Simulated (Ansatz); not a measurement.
# BSiH₃ (triplet): correlated methods under varied settings at distance B1–H4 along a hydrogen transfer = 1.306 Å

What do other methods and options give for BSiH₃ (triplet) at this geometry, and how long do they take?

Computed with Ansatz 0.2.0, Gaussian basis. Level: the settings change from run to run.

11 further runs of the same task are left out: 3 for a known fault of the program, 7 that didn't finish, 1 set aside as unsound or not needed.

**1. The geometry**

The geometry derives from fragments relaxed apart (PBE0/def2-TZVP) and kept rigid, so it is no stationary point. A hydrogen atom is moved between rigid fragments.

5 atoms, charge 0, spin multiplicity 3.

Atoms are counted from 1 here; the program's logs count them from 0.

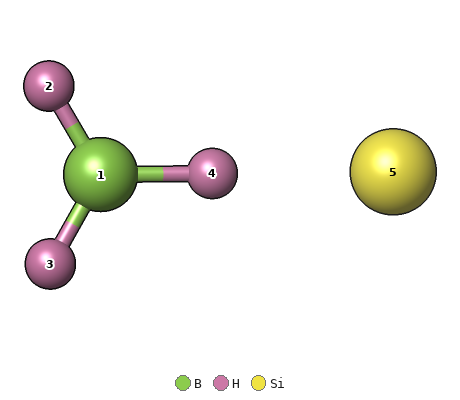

The structure; boron green, hydrogen pink, silicon yellow; atoms are numbered from 1 in the order of the file.

As a file:

```
B    -2.2960    0.0000    0.0000
H    -2.8928    1.0336    0.0000
H    -2.8928   -1.0336    0.0000
H    -0.9900    0.0000    0.0000
Si    1.1270    0.0000    0.0000
```

**2. HF/6-31G***

in.yaml reads:

```yaml
crystal:
  periodic: [false, false, false]
  atoms:
    - {symbol: B, position_ang: [-2.296025, 0.000000, 0.000000]}
    - {symbol: H, position_ang: [-2.892758, 1.033571, 0.000000]}
    - {symbol: H, position_ang: [-2.892758, -1.033571, 0.000000]}
    - {symbol: H, position_ang: [-0.990025, 0.000000, 0.000000]}
    - {symbol: Si, position_ang: [1.126975, 0.000000, 0.000000]}
basis:
  gaussian: {orbitals: "6-31G*"}
magnetization: {spin_polarized: true, initial_magnetization: 2}
hamiltonian: {xc: hf}
accuracy: high
output: {orbitals: {seedname: orbitals}}
```

The run is started by

```console
$ ansatz run in.yaml --threads 1 --pin off --events-out ev --progress --plain --max-ram 2393MiB
```

The log of the run:

```text
Functional definition: HF
  name "HF"
  cite "Fock, Z. Phys. 61, 126 (1930) doi:10.1007/BF01340294"
  parent pbe
  exchange = exact_x
  correlation = 0
760 factors; integrals over basis functions are off by at most 3.5e-9 eV
mean field evaluation 1: about -8576.0541 eV, gradient 8.6e0 eV
mean field evaluation 2: about -8576.0720 eV, gradient 8.6e0 eV
mean field evaluation 4: about -8577.4319 eV, gradient 8.2e-1 eV
mean field evaluation 8: about -8577.4531 eV, gradient 6.2e-3 eV
mean field evaluation 16: about -8576.1550 eV, gradient 5.9e0 eV
mean field evaluation 32: about -8576.7542 eV, gradient 4.7e-1 eV
mean field evaluation 64: about -8575.8184 eV, gradient 8.3e0 eV
mean field evaluation 96: about -8576.7102 eV, gradient 1.8e0 eV
mean field -8577.45310031 eV, -315.2155874299 hartree, gradient 6.8e-8 eV, S^2 2.013863; 6 other end points of the search recorded, 0 dependent functions left out
reference -8577.45310031 eV, -315.2155874299 hartree; 12, 10 occupied and 28, 30 virtual orbitals, 760 factors
Total energy: -8577.45310031 eV, -315.2155874299 hartree
```

Wall time 1 s (1 thread of Arm Neoverse V1, shared host).

From the report: ⟨S²⟩ of the determinant 2.014 (pure triplet: 2.00).

**3. CCSD(T) on UHF/STO-3G**

in.yaml: that of step 2 with these lines changed.

```diff
@@ -9,6 +9,6 @@
 basis:
-  gaussian: {orbitals: "6-31G*"}
+  gaussian: {orbitals: STO-3G}
 magnetization: {spin_polarized: true, initial_magnetization: 2}
-hamiltonian: {xc: hf}
+hamiltonian: {pseudopotentials: {relativity: none}}
+correlation: {method: ccsd_t, electrons: outside_noble_gas}
 accuracy: high
-output: {orbitals: {seedname: orbitals}}
```

Same command.

The log of the run (excerpt; [...] marks lines left out):

```text
Functional definition: HF
  name "HF"
  cite "Fock, Z. Phys. 61, 126 (1930) doi:10.1007/BF01340294"
  parent pbe
[...]
267 factors; integrals over basis functions are off by at most 6.7e-9 eV
[...]
mean field -8476.90780268 eV, -311.5206158940 hartree, gradient 8.4e-8 eV, S^2 2.001137; 15 other end points of the search recorded, 0 dependent functions left out
determinant -8476.90780268 eV, -311.5206158940 hartree, with singles and doubles -8478.81593510 eV, -311.5907384671 hartree
determinant -8476.63611760 eV, -311.5106316514 hartree, with singles and doubles -8478.56434284 eV, -311.5814926220 hartree
determinant -8476.62338555 eV, -311.5101637573 hartree, with singles and doubles -8478.55089106 eV, -311.5809982783 hartree
determinant -8473.96350574 eV, -311.4124149774 hartree, with singles and doubles -8476.16960426 eV, -311.4934876023 hartree
determinant -8473.83680700 eV, -311.4077588842 hartree, with singles and doubles -8476.52928281 eV, -311.5067055454 hartree
determinant -8476.90780268 eV, -311.5206158940 hartree, with singles and doubles -8478.81586553 eV, -311.5907359103 hartree
determinant -8476.63611760 eV, -311.5106316514 hartree, with singles and doubles -8478.56428215 eV, -311.5814903917 hartree
determinant -8476.62338555 eV, -311.5101637573 hartree, with singles and doubles -8478.55085199 eV, -311.5809968423 hartree
6 core orbitals not correlated: weight in the atoms' cores, before any rotation towards them, 1.000 or more for the frozen orbitals, at most 0.000 for the correlated occupied ones
reference -8476.90780268 eV, -311.5206158940 hartree; 6, 4 occupied and 5, 7 virtual orbitals, 267 factors
second order -1.27292727 eV of doubles, -0.00000000 eV of singles
cycle   1  -1.90806365 eV  change   -8.0e-7 eV  update   3.1e-6
[...]
cycle  15  -1.90806274 eV  change   4.7e-10 eV  update  9.2e-10
perturbative correction -0.00951374 eV, -0.0003496235 hartree
Total energy: -8478.82537916 eV, -311.5910855298 hartree
```

Run time: 0.99 s. Hardware: 1 thread of Arm Neoverse V1, shared host.

From the report: ⟨S²⟩ of the determinant 2.001 (pure triplet: 2.00); correlation -1.9176 eV; T1 0.005; largest double amplitude 0.08.

**4. HF/STO-3G**

in.yaml: that of step 3 with these lines changed.

```diff
@@ -9,6 +9,5 @@
 basis:
-  gaussian: {orbitals: STO-3G}
+  gaussian: {orbitals: STO-3G, fitting: {mean_field: def2-universal-jkfit}}
 magnetization: {spin_polarized: true, initial_magnetization: 2}
-hamiltonian: {pseudopotentials: {relativity: none}}
-correlation: {method: ccsd_t, electrons: outside_noble_gas}
-accuracy: high
+hamiltonian: {xc: hf}
+output: {orbitals: {seedname: orbitals}}
```

The command is unchanged.

The log of the run:

```text
Functional definition: HF
  name "HF"
  cite "Fock, Z. Phys. 61, 126 (1930) doi:10.1007/BF01340294"
  parent pbe
  exchange = exact_x
  correlation = 0
257 factors; integrals over basis functions are off by at most 7.5e-3 eV
mean field evaluation 1: about -8475.9303 eV, gradient 8.5e0 eV
mean field evaluation 2: about -8476.8032 eV, gradient 2.4e0 eV
mean field evaluation 4: about -8476.9178 eV, gradient 1.2e-1 eV
mean field evaluation 8: about -8476.5944 eV, gradient 2.2e0 eV
mean field evaluation 16: about -8476.6436 eV, gradient 3.5e-1 eV
mean field evaluation 32: about -8476.6443 eV, gradient 3.0e-1 eV
mean field -8476.91839473 eV, -311.5210051446 hartree, gradient 9.9e-6 eV, S^2 2.001137; 3 other end points of the search recorded, 0 dependent functions left out
reference -8476.91839473 eV, -311.5210051446 hartree; 12, 10 occupied and 5, 7 virtual orbitals, 257 factors
Total energy: -8476.91839473 eV, -311.5210051446 hartree
```

It took 0.15 s on 1 thread of Arm Neoverse V1, shared host.

From the report: ⟨S²⟩ of the determinant 2.001 (pure triplet: 2.00).

**5. CASCI(6,6)/6-31G**

in.yaml: that of step 4 with these lines changed.

```diff
@@ -9,5 +9,5 @@
 basis:
-  gaussian: {orbitals: STO-3G, fitting: {mean_field: def2-universal-jkfit}}
-magnetization: {spin_polarized: true, initial_magnetization: 2}
-hamiltonian: {xc: hf}
-output: {orbitals: {seedname: orbitals}}
+  gaussian: {orbitals: 6-31G}
+magnetization: {spin_polarized: false, initial_magnetization: 2}
+correlation: {active_space: {window: {electrons: 6, orbitals: 6}, fixed_orbitals: true}}
+output: {forces: true}
```

The command is unchanged.

The log of the run (excerpt; [...] marks lines left out):

```text
Functional definition: HF
  name "HF"
  cite "Fock, Z. Phys. 61, 126 (1930) doi:10.1007/BF01340294"
  parent pbe
[...]
362 factors; integrals over basis functions are off by at most 2.7e-4 eV
[...]
mean field -8576.97011348 eV, -315.1978379912 hartree, gradient 1.6e-6 eV, S^2 2.000000; 13 other end points of the search recorded, 0 dependent functions left out
reference -8576.97011348 eV, -315.1978379912 hartree; 12, 10 occupied and 16, 18 virtual orbitals, 362 factors
state -8577.07237223 eV, -315.2015959311 hartree
[...]
Total energy: -8577.07237223 eV, -315.2015959311 hartree
Atom 0 at    -2.296025     0.000000     0.000000 Å, force     1.367751     0.000000     0.000000 eV/Å
Atom 1 at    -2.892758     1.033571     0.000000 Å, force     0.354487    -0.218055    -0.000000 eV/Å
Atom 2 at    -2.892758    -1.033571     0.000000 Å, force     0.354487     0.218055    -0.000000 eV/Å
Atom 3 at    -0.990025     0.000000     0.000000 Å, force    -2.226745     0.000000     0.000000 eV/Å
Atom 4 at     1.126975     0.000000     0.000000 Å, force     0.150020    -0.000000    -0.000000 eV/Å
Dipole moment:    -0.279568     0.000000    -0.000000 e Å
```

Wall time 0.51 s (1 thread of Arm Neoverse V1, shared host).

From the report: 96 determinants; active occupations 2.00, 1.99, 1.00, 1.00, 0.01, 0.00.

**6. BCCD on UHF/cc-pVDZ**

in.yaml: that of step 5 with these lines changed.

```diff
@@ -9,5 +9,5 @@
 basis:
-  gaussian: {orbitals: 6-31G}
-magnetization: {spin_polarized: false, initial_magnetization: 2}
-correlation: {active_space: {window: {electrons: 6, orbitals: 6}, fixed_orbitals: true}}
+  gaussian: {orbitals: cc-pVDZ}
+magnetization: {spin_polarized: true, initial_magnetization: 2}
+correlation: {method: bccd, electrons: valence}
 output: {forces: true}
```

Same command.

The log of the run (excerpt; [...] marks lines left out):

```text
Functional definition: HF
  name "HF"
  cite "Fock, Z. Phys. 61, 126 (1930) doi:10.1007/BF01340294"
  parent pbe
[...]
444 factors; integrals over basis functions are off by at most 1.4e-3 eV
[...]
mean field -8577.96739507 eV, -315.2344874137 hartree, gradient 3.3e-6 eV, S^2 2.019194; 16 other end points of the search recorded, 0 dependent functions left out
determinant -8577.96739507 eV, -315.2344874137 hartree, with singles and doubles -8582.99930178 eV, -315.4194065746 hartree
determinant -8577.29738616 eV, -315.2098650402 hartree, with singles and doubles -8582.39682277 eV, -315.3972658794 hartree
determinant -8577.26776613 eV, -315.2087765245 hartree, with singles and doubles -8582.36548244 eV, -315.3961141436 hartree
determinant -8574.92669464 eV, -315.1227437338 hartree, with singles and doubles -8580.25555680 eV, -315.3185758064 hartree
[...]
reference -8577.96739507 eV, -315.2344874137 hartree; 6, 4 occupied and 35, 37 virtual orbitals, 444 factors
second order -3.87479914 eV of doubles, -0.00000000 eV of singles
cycle   1  -5.02960229 eV  change    2.3e-3 eV  update   3.9e-3
[...]
cycle  14  -5.02722447 eV  change    9.9e-8 eV  update   1.3e-7
[...]
Total energy: -8582.99461954 eV, -315.4192345055 hartree
Atom 0 at    -2.296025     0.000000     0.000000 Å, force     1.554898     0.000000     0.000000 eV/Å
Atom 1 at    -2.892758     1.033571     0.000000 Å, force     0.057797     0.336354     0.000000 eV/Å
Atom 2 at    -2.892758    -1.033571     0.000000 Å, force     0.057797    -0.336354    -0.000000 eV/Å
Atom 3 at    -0.990025     0.000000     0.000000 Å, force    -1.731120    -0.000000     0.000000 eV/Å
Atom 4 at     1.126975     0.000000     0.000000 Å, force     0.060627     0.000000     0.000000 eV/Å
Dipole moment:    -0.285482    -0.000000    -0.000000 e Å
```

Run time: 6.5 s. Hardware: 1 thread of Arm Neoverse V1, shared host.

From the report: ⟨S²⟩ of the determinant 2.019 (pure triplet: 2.00); correlation -5.0272 eV; largest double amplitude 0.07.

**7. CISD/def2-SVP**

in.yaml: that of step 6 with these lines changed.

```diff
@@ -9,5 +9,6 @@
 basis:
-  gaussian: {orbitals: cc-pVDZ}
-magnetization: {spin_polarized: true, initial_magnetization: 2}
-correlation: {method: bccd, electrons: valence}
+  gaussian: {orbitals: def2-SVP, point_charges: [{charge: -1.00, position_ang: [4.100, 0.725, -0.112]}]}
+magnetization: {spin_polarized: false, initial_magnetization: 2}
+correlation: {active_space: {ras: {orbitals: [4, 2, 35], electrons: 10, max_holes: 2, max_particles: 2}, fixed_orbitals: true}}
+scf: {lower_state_search: off}
 output: {forces: true}
```

Same command.

The log of the run (excerpt; [...] marks lines left out):

```text
Functional definition: HF
  name "HF"
  cite "Fock, Z. Phys. 61, 126 (1930) doi:10.1007/BF01340294"
  parent pbe
[...]
465 factors; integrals over basis functions are off by at most 1.4e-3 eV
[...]
mean field -8575.19067665 eV, -315.1324448938 hartree, gradient 2.9e-6 eV, S^2 2.000000; 0 other end points of the search recorded, 0 dependent functions left out
reference -8575.19067665 eV, -315.1324448938 hartree; 12, 10 occupied and 35, 37 virtual orbitals, 465 factors
state -8579.86446807 eV, -315.3042035606 hartree
[...]
Total energy: -8579.86446807 eV, -315.3042035606 hartree
Atom 0 at    -2.296025     0.000000     0.000000 Å, force     2.092389    -0.040993     0.007309 eV/Å
Atom 1 at    -2.892758     1.033571     0.000000 Å, force    -0.019989     0.229177    -0.002129 eV/Å
Atom 2 at    -2.892758    -1.033571     0.000000 Å, force    -0.051165    -0.235202    -0.002203 eV/Å
Atom 3 at    -0.990025     0.000000     0.000000 Å, force    -2.394428     0.002853     0.005473 eV/Å
Atom 4 at     1.126975     0.000000     0.000000 Å, force     1.018379     0.243973    -0.039211 eV/Å
Dipole moment:     0.239574     0.080736    -0.012145 e Å
Checks for a lower state left out: starts, cluster_reference, orbital_swaps, neighbouring_geometries, increment
```

Wall time 3.5 s (1 thread of Arm Neoverse V1, shared host).

From the report: 175,701 determinants.

**8. CCSD(T) on ROHF/cc-pVDZ**

in.yaml: that of step 7 with these lines changed.

```diff
@@ -9,5 +9,5 @@
 basis:
-  gaussian: {orbitals: def2-SVP, point_charges: [{charge: -1.00, position_ang: [4.100, 0.725, -0.112]}]}
+  gaussian: {orbitals: cc-pVDZ}
 magnetization: {spin_polarized: false, initial_magnetization: 2}
-correlation: {active_space: {ras: {orbitals: [4, 2, 35], electrons: 10, max_holes: 2, max_particles: 2}, fixed_orbitals: true}}
+correlation: {method: ccsd_t, electrons: all}
 scf: {lower_state_search: off}
```

Launched as before.

The log of the run (excerpt; [...] marks lines left out):

```text
Functional definition: HF
  name "HF"
  cite "Fock, Z. Phys. 61, 126 (1930) doi:10.1007/BF01340294"
  parent pbe
[...]
444 factors; integrals over basis functions are off by at most 1.4e-3 eV
[...]
mean field -8577.85585491 eV, -315.2303883884 hartree, gradient 4.5e-6 eV, S^2 2.000000; 0 other end points of the search recorded, 0 dependent functions left out
reference -8577.85585491 eV, -315.2303883884 hartree; 12, 10 occupied and 35, 37 virtual orbitals, 444 factors
second order -4.12315155 eV of doubles, -0.06369793 eV of singles
cycle   1  -5.02130903 eV  change   -8.3e-1 eV  update   7.1e-2
[...]
cycle  16  -5.32691591 eV  change   -1.6e-7 eV  update   1.5e-7
perturbative correction -0.10190761 eV, -0.0037450355 hartree
[...]
Total energy: -8583.28467843 eV, -315.4298939728 hartree
Atom 0 at    -2.296025     0.000000     0.000000 Å, force     1.545664    -0.000000    -0.000000 eV/Å
Atom 1 at    -2.892758     1.033571     0.000000 Å, force     0.056947     0.345207    -0.000000 eV/Å
Atom 2 at    -2.892758    -1.033571     0.000000 Å, force     0.056947    -0.345207     0.000000 eV/Å
Atom 3 at    -0.990025     0.000000     0.000000 Å, force    -1.653434     0.000000     0.000000 eV/Å
Atom 4 at     1.126975     0.000000     0.000000 Å, force    -0.006124    -0.000000    -0.000000 eV/Å
Dipole moment:    -0.282511    -0.000000     0.000000 e Å
Checks for a lower state left out: starts, cluster_reference, orbital_swaps, neighbouring_geometries, increment
```

Run time: 15 s. Hardware: 1 thread of Arm Neoverse V1, shared host.

From the report: correlation -5.4288 eV; T1 0.012; largest double amplitude 0.07.

**9. CCSD(T) on ROHF/cc-pVDZ**

in.yaml: that of step 8 with these lines changed.

```diff
@@ -11,4 +11,4 @@
 magnetization: {spin_polarized: false, initial_magnetization: 2}
-correlation: {method: ccsd_t, electrons: all}
-scf: {lower_state_search: off}
+correlation: {method: ccsd_t, electrons: outside_noble_gas}
+accuracy: high
 output: {forces: true}
```

Same command.

The log of the run (excerpt; [...] marks lines left out):

```text
Functional definition: HF
  name "HF"
  cite "Fock, Z. Phys. 61, 126 (1930) doi:10.1007/BF01340294"
  parent pbe
[...]
988 factors; integrals over basis functions are off by at most 3.3e-9 eV
[...]
mean field -8577.85586838 eV, -315.2303888836 hartree, gradient 2.2e-8 eV, S^2 2.000000; 15 other end points of the search recorded, 0 dependent functions left out
[...]
determinant -8577.85586838 eV, -315.2303888836 hartree, with singles and doubles -8582.99641770 eV, -315.4193005864 hartree
determinant -8577.18154811 eV, -315.2056080705 hartree, with singles and doubles -8582.39307595 eV, -315.3971281862 hartree
determinant -8577.15133452 eV, -315.2044977415 hartree, with singles and doubles -8582.36171932 eV, -315.3959758512 hartree
determinant -8574.71499471 eV, -315.1149639048 hartree, with singles and doubles -8580.25269397 eV, -315.3184705992 hartree
[...]
reference -8577.85586838 eV, -315.2303888836 hartree; 6, 4 occupied and 35, 37 virtual orbitals, 988 factors
second order -3.92295154 eV of doubles, -0.06347227 eV of singles
cycle   1  -5.14010257 eV  change    4.5e-4 eV  update   9.0e-4
[...]
cycle  19  -5.14006656 eV  change   6.6e-10 eV  update  7.6e-10
perturbative correction -0.09652366 eV, -0.0035471792 hartree
[...]
Total energy: -8583.09245861 eV, -315.4228300248 hartree
Atom 0 at    -2.296025     0.000000     0.000000 Å, force     1.536285     0.000000     0.000000 eV/Å
Atom 1 at    -2.892758     1.033571     0.000000 Å, force     0.048500     0.359836    -0.000000 eV/Å
Atom 2 at    -2.892758    -1.033571     0.000000 Å, force     0.048500    -0.359836    -0.000000 eV/Å
Atom 3 at    -0.990025     0.000000     0.000000 Å, force    -1.638755     0.000000     0.000000 eV/Å
Atom 4 at     1.126975     0.000000     0.000000 Å, force     0.005469    -0.000000    -0.000000 eV/Å
Dipole moment:    -0.282866    -0.000000    -0.000000 e Å
```

Wall time 15 s (1 thread of Arm Neoverse V1, shared host); peak memory 0.25 GiB.

From the report: correlation -5.2366 eV; T1 0.018; largest double amplitude 0.07.

**10. The runs in one table**

Where basis and cores are those of an earlier UCCSDT(Q)/cc-pVDZ run (-8583.1223 eV), and the state is the same kind, the miss against it is given.

```csv
level,correlated,functions,energy (eV),from UCCSDT(Q) (meV),time
HF/6-31G*,,40,-8577.4531,,1 s
CCSD(T) on UHF/STO-3G,outside noble gas,17,-8478.8254,,0.99 s
HF/STO-3G,,17,-8476.9184,,0.15 s
"CASCI(6,6)/6-31G",,28,-8577.0724,,0.51 s
BCCD on UHF/cc-pVDZ,valence,47,-8582.9946,127.7,6.5 s
CISD/def2-SVP (beside a point charge),outside noble gas,47,-8579.8645,,3.5 s
CCSD(T) on ROHF/cc-pVDZ,all,47,-8583.2847,,15 s
CCSD(T) on ROHF/cc-pVDZ,outside noble gas,47,-8583.0925,29.8,15 s
```

**11. Summary of results**

```
quantity                          value
    runs                              8
quickest              HF/STO-3G, 0.15 s
 slowest  CCSD(T) on ROHF/cc-pVDZ, 15 s
```

In words: Total energies in different bases, with other cores or another treatment of relativity can't be set against each other. CCSD(T) on ROHF/cc-pVDZ took 97 times as long as HF/STO-3G; the jobs differ in more than the method. Among the correlated runs with a miss given, it spans +30 to +128 meV.
